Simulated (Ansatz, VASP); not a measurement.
**Cross-check of Zr16N16O (O on ZrN(001)) between VASP and Ansatz**

Wanted: the spread between two codes on one cell, functional and k mesh. The cell is taken from a series of runs on this material, whose earlier steps may have relaxed or scaled it; both programs get it as it stands.

Calculated with Ansatz 0.2.0; plane waves, with VASP 6.6.1 beside it; single point at PBEsol.

**1. Set-up**

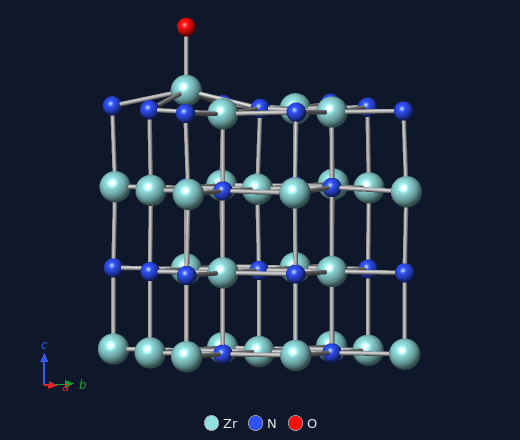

The starting structure, seen from the side, with the c axis up (zirconium light teal, nitrogen blue, oxygen red). Some periodic images of atoms are drawn too.

The cell holds 33 atoms: 16 Zr, 16 N and 1 O. Its edges and angles: a = 6.449 Å, b = 6.449 Å, c = 24.540 Å, α = 90.0°, β = 90.0°, γ = 90.0°. It derives from ZrN. Vacuum lies along c.

As a file:

```cif
data_structure
_symmetry_space_group_name_H-M 'P 1'
_symmetry_Int_Tables_number 1
_cell_length_a 6.4488
_cell_length_b 6.4488
_cell_length_c 24.5400
_cell_angle_alpha 90.000
_cell_angle_beta 90.000
_cell_angle_gamma 90.000
_cell_volume 1020.55
loop_
_atom_site_label
_atom_site_type_symbol
_atom_site_fract_x
_atom_site_fract_y
_atom_site_fract_z
_atom_site_occupancy
Zr1 Zr 0.00000 0.00000 0.32600 1
Zr2 Zr 0.00000 0.50000 0.32600 1
Zr3 Zr 0.50000 0.00000 0.32600 1
Zr4 Zr 0.50000 0.50000 0.32600 1
Zr5 Zr 0.25000 0.25000 0.41891 1
Zr6 Zr 0.25000 0.75000 0.41891 1
Zr7 Zr 0.75000 0.25000 0.41891 1
Zr8 Zr 0.75000 0.75000 0.41891 1
Zr9 Zr 0.00584 0.00584 0.51162 1
Zr10 Zr 0.00584 0.49416 0.51162 1
Zr11 Zr 0.49416 0.00584 0.51162 1
Zr12 Zr 0.49416 0.49416 0.51162 1
Zr13 Zr 0.25000 0.25000 0.62304 1
Zr14 Zr 0.25000 0.75000 0.60063 1
Zr15 Zr 0.75000 0.25000 0.60063 1
Zr16 Zr 0.75000 0.75000 0.60125 1
N17 N 0.25000 0.25000 0.32600 1
N18 N 0.25000 0.75000 0.32600 1
N19 N 0.75000 0.25000 0.32600 1
N20 N 0.75000 0.75000 0.32600 1
N21 N 0.00000 0.00000 0.41891 1
N22 N 0.00000 0.50000 0.41891 1
N23 N 0.50000 0.00000 0.41891 1
N24 N 0.50000 0.50000 0.41891 1
N25 N 0.25000 0.25000 0.51181 1
N26 N 0.25000 0.75000 0.51253 1
N27 N 0.75000 0.25000 0.51253 1
N28 N 0.75000 0.75000 0.51512 1
N29 N 0.99600 0.99600 0.60392 1
N30 N 0.99600 0.50400 0.60392 1
N31 N 0.50400 0.99600 0.60392 1
N32 N 0.50400 0.50400 0.60392 1
O33 O 0.25000 0.25000 0.69553 1
```

**2. Ansatz: single point, PBEsol**

Ansatz runs on its default PAW (the set named soft_2) files.

A single point gives forces, pressure and levels at one fixed geometry, so differences don't come from the geometry; what else differs is listed under the comparison.

input.yaml

```yaml
crystal:
  lattice:
    - [6.44881384, 0.0, 0.0]
    - [0.0, 6.44881384, 0.0]
    - [0.0, 0.0, 24.54]
  atoms:
    - { symbol: Zr, position: [0.0, 0.0, 0.32599837] }
    - { symbol: Zr, position: [0.0, 0.5, 0.32599837] }
    - { symbol: Zr, position: [0.5, 0.0, 0.32599837] }
    - { symbol: Zr, position: [0.5, 0.5, 0.32599837] }
    - { symbol: Zr, position: [0.25, 0.25, 0.4189079] }
    - { symbol: Zr, position: [0.25, 0.75, 0.4189079] }
    - { symbol: Zr, position: [0.75, 0.25, 0.4189079] }
    - { symbol: Zr, position: [0.75, 0.75, 0.4189079] }
    - { symbol: Zr, position: [0.00584278, 0.00584278, 0.51162481] }
    - { symbol: Zr, position: [0.00584278, 0.49415722, 0.51162481] }
    - { symbol: Zr, position: [0.49415722, 0.00584278, 0.51162481] }
    - { symbol: Zr, position: [0.49415722, 0.49415722, 0.51162481] }
    - { symbol: Zr, position: [0.25, 0.25, 0.62303917] }
    - { symbol: Zr, position: [0.25, 0.75, 0.60063344] }
    - { symbol: Zr, position: [0.75, 0.25, 0.60063344] }
    - { symbol: Zr, position: [0.75, 0.75, 0.60124554] }
    - { symbol: "N", position: [0.25, 0.25, 0.32599837] }
    - { symbol: "N", position: [0.25, 0.75, 0.32599837] }
    - { symbol: "N", position: [0.75, 0.25, 0.32599837] }
    - { symbol: "N", position: [0.75, 0.75, 0.32599837] }
    - { symbol: "N", position: [0.0, 0.0, 0.4189079] }
    - { symbol: "N", position: [0.0, 0.5, 0.4189079] }
    - { symbol: "N", position: [0.5, 0.0, 0.4189079] }
    - { symbol: "N", position: [0.5, 0.5, 0.4189079] }
    - { symbol: "N", position: [0.25, 0.25, 0.51180647] }
    - { symbol: "N", position: [0.25, 0.75, 0.51253136] }
    - { symbol: "N", position: [0.75, 0.25, 0.51253136] }
    - { symbol: "N", position: [0.75, 0.75, 0.51511809] }
    - { symbol: "N", position: [0.99600052, 0.99600052, 0.60391585] }
    - { symbol: "N", position: [0.99600052, 0.50399948, 0.60391585] }
    - { symbol: "N", position: [0.50399948, 0.99600052, 0.60391585] }
    - { symbol: "N", position: [0.50399948, 0.50399948, 0.60391585] }
    - { symbol: O, position: [0.25, 0.25, 0.69553097] }
hamiltonian:
  xc: pbesol
  pseudopotentials: { kind: paw }
kpoints:
  mp_grid: { grid: [4, 4, 1] }
scf:
  occupations: { method: methfessel_paxton, width: 0.1 }
  n_extra_bands: 12
efield:
  axis: 3
  dipole_correction: true
  ramp_width: 0.04
output:
  forces: true
  eigenvalues: true
```

The run is started by

```
$ ansatz run input.yaml --threads 8 --pin off --max-ram 18432MiB --backend cpu --events-out ev --progress --plain --runs-dir out
```

Numbers of over 12 decimals in the logs are rounded to 6 here.

The program printed:

```text
scf.n_extra_bands = 12 over 139 filled bands (N_el = 278.0): the run solves 151 bands
Engine: ansatz 0.2.0, aarch64-unknown-linux-gnu
Pseudopotentials: kind: paw
Pseudopotential: Zr, paw, valence charge 12, recommended cutoff 420 eV (normal), Zr.paw.azcp
Pseudopotential: N, paw, valence charge 5, recommended cutoff 420 eV (normal), N.paw.azcp
Pseudopotential: O, paw, valence charge 6, recommended cutoff 420 eV (normal), O.paw.azcp
Functional definition: PBEsol
  exchange = pbesol_x
  correlation = pbesol_c
Crystal: 33 atoms, lattice volume = 1020.550 Å³
Basis set: ecut = 420 eV, 19959 PW (Γ), exchange–correlation on 90×90×360 points (8 copies of the dense FFT grid, shifted against one another)
Bands: 151, of which v1, the nominal top of the filled ones, is band 139 counted from 1 (138 counted from 0)
Symmetry: 8 space group operations
Space group: P4mm (ITA 99), of the structure as read, at distance tolerance 1.0e-4 Å
k-points: 6 of 16
Non-local potential: Zr, projectors of the file, l = 0: 3, l = 1: 2, l = 2: 2, l = 3: 2
Non-local potential: N, projectors of the file, l = 0: 2, l = 1: 2, l = 2: 1
Non-local potential: O, projectors of the file, l = 0: 2, l = 1: 2, l = 2: 1
PAW form: soft (Blöchl's): semilocal exchange-correlation on the pseudo side does not see the compensation charge
PAW frozen core: Zr, regenerated for the run's functional, and the local potential with it (the file was generated under x = pbe(κ = 0.804, μ = 0.219515), c = pbe(β = 0.066725))
PAW frozen core: N, regenerated for the run's functional, and the local potential with it (the file was generated under x = pbe(κ = 0.804, μ = 0.219515), c = pbe(β = 0.066725))
PAW frozen core: O, regenerated for the run's functional, and the local potential with it (the file was generated under x = pbe(κ = 0.804, μ = 0.219515), c = pbe(β = 0.066725))
PAW one-centre angular grid: Zr, 590 points (default); XC on 64 Gauss nodes
PAW one-centre angular grid: N, 110 points (default); XC on 64 Gauss nodes
PAW one-centre angular grid: O, 110 points (default); XC on 64 Gauss nodes
Initial density: superposition of atomic densities (neutral atoms: chi_scale 0, normalization atom), corrected by the library's trained network
Initial wavefunctions: pseudopotential atomic-orbital guess
Functional: x = pbesol(κ = 0.804, μ = 0.123457), c = pbesol(β = 0.046)
SCF iter   1: F=—  HF=-72727.589517 eV  |F-HF|=—  |Δ(HF+E_count)|=         —  Δρ=8.30e-3  dr2=1.20e0  ethr=1.77e-3  p=-0.615 e·Å  D=-1.09e-1 V/Å  ΔV_dip=2.68 eV  dr2_dipole=1.08e-1  V_vac-E_F(+/−)=5.39/2.71 eV  ⟨swp⟩=7.3  Hψ=4251  notcnv=0
efield: sawtooth ramp at fractional position 0.9908 (placed from the atoms, in the widest stretch of the axis that holds none; the zero of the levels goes with the place), width 0.0400; the density the first Hamiltonian is built on has a dipole p = -0.615 e·Å; the dipole correction subtracts the counter field D = -1.09e-1 V/Å, which shifts the + side's vacuum level by +2.68 eV against the − side's; the planar-averaged density in the ramp window peaks in size at 7.7e-5 e/Å³
preconditioner: auto → LDOS  [metal: Δε(μ)=0.024 eV  Ē_g=7.371 eV  σ=0.100 eV  W_gap=0.20  n_scr=180 (ndim 8)  ℏωp=14.2 eV  f_vac=0.557  D(μ)=17.47/eV (n_scr^D=92)  β→1.0]
SCF iter   2: F=—  HF=-72727.445472 eV  |F-HF|=—  |Δ(HF+E_count)|=   1.44e-1  S|Δr|=    0.00e0  Δρ=4.73e-3  dr2=2.38e-1  ethr=4.30e-4  p=-0.614 e·Å  D=-1.09e-1 V/Å  ΔV_dip=2.67 eV  dr2_dipole=1.09e-2  V_vac-E_F(+/−)=5.22/2.55 eV  ⟨swp⟩=3.0  Hψ=1624  notcnv=0  defer=16
SCF iter   3: F=—  HF=-72727.404023 eV  |F-HF|=—  |Δ(HF+E_count)|=   4.14e-2  S|Δr|=    0.00e0  Δρ=9.09e-4  dr2=3.40e-2  ethr=8.57e-5  p=-0.602 e·Å  D=-1.07e-1 V/Å  ΔV_dip=2.62 eV  dr2_dipole=6.37e-3  V_vac-E_F(+/−)=5.20/2.58 eV  ⟨swp⟩=3.7  Hψ=1986  notcnv=0  defer=16
SCF iter   4: F=—  HF=-72727.401639 eV  |F-HF|=—  |Δ(HF+E_count)|=   2.38e-3  S|Δr|=    0.00e0  Δρ=5.01e-4  dr2=4.81e-3  ethr=1.22e-5  p=-0.609 e·Å  D=-1.08e-1 V/Å  ΔV_dip=2.65 eV  dr2_dipole=6.21e-4  V_vac-E_F(+/−)=5.17/2.52 eV  ⟨swp⟩=2.3  Hψ=1340  notcnv=0  defer=16
SCF iter   5: F=—  HF=-72727.401433 eV  |F-HF|=—  |Δ(HF+E_count)|=   2.06e-4  S|Δr|=    0.00e0  Δρ=3.74e-4  dr2=2.10e-3  ethr=1.73e-6  p=-0.617 e·Å  D=-1.09e-1 V/Å  ΔV_dip=2.68 eV  dr2_dipole=7.62e-6  V_vac-E_F(+/−)=5.18/2.49 eV  ⟨swp⟩=3.0  Hψ=1573  notcnv=0  defer=16
SCF iter   6: F=—  HF=-72727.401234 eV  |F-HF|=—  |Δ(HF+E_count)|=   1.99e-4  S|Δr|=    0.00e0  Δρ=6.60e-5  dr2=2.06e-4  ethr=7.57e-7  p=-0.620 e·Å  D=-1.10e-1 V/Å  ΔV_dip=2.70 eV  dr2_dipole=1.53e-5  V_vac-E_F(+/−)=5.17/2.48 eV  ⟨swp⟩=3.0  Hψ=1352  notcnv=0  defer=16
SCF iter   7: F=—  HF=-72727.401267 eV  |F-HF|=—  |Δ(HF+E_count)|=   3.34e-5  S|Δr|=    0.00e0  Δρ=2.60e-5  dr2=4.20e-5  ethr=7.40e-8  p=-0.625 e·Å  D=-1.11e-1 V/Å  ΔV_dip=2.72 eV  dr2_dipole=1.07e-6  V_vac-E_F(+/−)=5.17/2.45 eV  ⟨swp⟩=2.5  Hψ=1284  notcnv=0  defer=15
[...]
Work function:   Φ+ = 5.1719 eV   Φ− = 2.4378 eV
Levels:          The Fermi level and band energies are counted from a zero that moves with the ramp; work functions are not
--- Per-component energies (eV) ---
  E_band       = -4015.704749
  E_kinetic    = 7613.916255
  E_local      = -275971.515553  (includes V_loc(G=0)·N_el)
  E_nonlocal   = 2050.645158
  E_hartree    = 134167.635382
  E_xc         = -3615.810797
  E_vxc        = -4385.922203  (∫ρ·V_xc dr)
  E_paw        = -48498.651045  (= ΣΔE_a)
  E_vpaw       = -1627.663193  (= ΣTr[D̂ρ^β])
  E_aug_tail   = 0.004174  (compensation charges beyond the density's cutoff)
  E_efield     = 0.035002  (sawtooth field / dipole correction)
  E_vefield    = -30.449450  (∫n·V_field dr)
  E_ewald      = 111523.212128
  E_core_change = 3.136396  (= ΣΔE_core)
  E_smearing   = -0.007876  (= −TS)
  E_closure    = 0.000000  (closes the sum)
  Σ components = -72727.400776   (vs F -72727.400776, Δ=0.00e0)
--- Forces (eV/Å), atoms counted from 1 ---
  atom   1  Zr     0.11910564     0.11910564     1.68252611
  atom   2  Zr     0.11910564    -0.11910564     1.68252611
  atom   3  Zr    -0.11910564     0.11910564     1.68252611
  atom   4  Zr    -0.11910564    -0.11910564     1.68252611
  atom   5  Zr    -0.00000000     0.00000000    -0.96412776
  atom   6  Zr     0.00000000     0.00000000     0.64073418
  atom   7  Zr     0.00000000     0.00000000     0.64073418
  atom   8  Zr    -0.00000000     0.00000000    -0.14728747
  atom   9  Zr     0.00359059     0.00359059    -0.01185458
  atom  10  Zr     0.00359059    -0.00359059    -0.01185458
  atom  11  Zr    -0.00359059     0.00359059    -0.01185458
  atom  12  Zr    -0.00359059    -0.00359059    -0.01185458
  atom  13  Zr     0.00000000     0.00000000     0.24307331
  atom  14  Zr    -0.00000000     0.00000000    -0.02040931
  atom  15  Zr    -0.00000000     0.00000000    -0.02040931
  atom  16  Zr    -0.00000000    -0.00000000    -0.01110014
  atom  17  N     -0.00000000     0.00000000    -1.26353863
  atom  18  N     -0.00000000     0.00000000    -0.51573333
  atom  19  N     -0.00000000    -0.00000000    -0.51573333
  atom  20  N     -0.00000000    -0.00000000    -1.01202354
  atom  21  N     -0.09852813    -0.09852813    -0.87445141
  atom  22  N     -0.09852813     0.09852813    -0.87445141
  atom  23  N      0.09852813    -0.09852813    -0.87445141
  atom  24  N      0.09852813     0.09852813    -0.87445141
  atom  25  N      0.00000000     0.00000000     0.00033380
  atom  26  N      0.00000000     0.00000000    -0.00080087
  atom  27  N     -0.00000000    -0.00000000    -0.00080087
  atom  28  N      0.00000000    -0.00000000     0.01454367
  atom  29  N     -0.00844139    -0.00844139    -0.00581695
  atom  30  N     -0.00844139     0.00844139    -0.00581695
  atom  31  N      0.00844139    -0.00844139    -0.00581695
  atom  32  N      0.00844139     0.00844139    -0.00581695
  atom  33  O     -0.00000000    -0.00000000    -0.22918820
  max |Σ_I F_I| component: 1.21e-4 eV/Å
--- Band table (eV; the first three rows and the last of 6) ---
  k-point 0: bands = [... 135 lower, 2.3263, 2.8133, 3.6353, 3.9989, 3.9989, 4.2575, 4.6935, 4.6935, ... 8 higher]
  k-point 1: bands = [... 135 lower, 2.8249, 3.5980, 4.1783, 4.1918, 4.2439, 4.3622, 4.5937, 4.7561, ... 8 higher]
  k-point 2: bands = [... 135 lower, 3.5647, 3.6304, 3.8088, 4.2436, 4.3213, 4.4842, 4.5308, 4.7441, ... 8 higher]
  k-point 5: bands = [... 135 lower, 3.2102, 4.5340, 4.6379, 5.0713, 5.0713, 5.0873, 5.2478, 5.2478, ... 8 higher]
```

Reading the cycles: dr2 is the Hartree energy of the density residual (eV), the measure of convergence; HF is the Harris–Foulkes estimate of the energy, which meets the free energy F at convergence.

(Continued in part 2 of 2.)

[Lines on the potential files, build, host, timing and source positions are cut from VASP's logs without a mark.]

[Logs are printed without paths, hosts, clocks, repeated set-up lines and the standing remarks that a program may print on its own settings, such as how far it seeks lower states.]

[Hosts, paths, dates, database ids (printed as entryN), source tags and the programs' standing remarks are cut or masked in the printed files.]
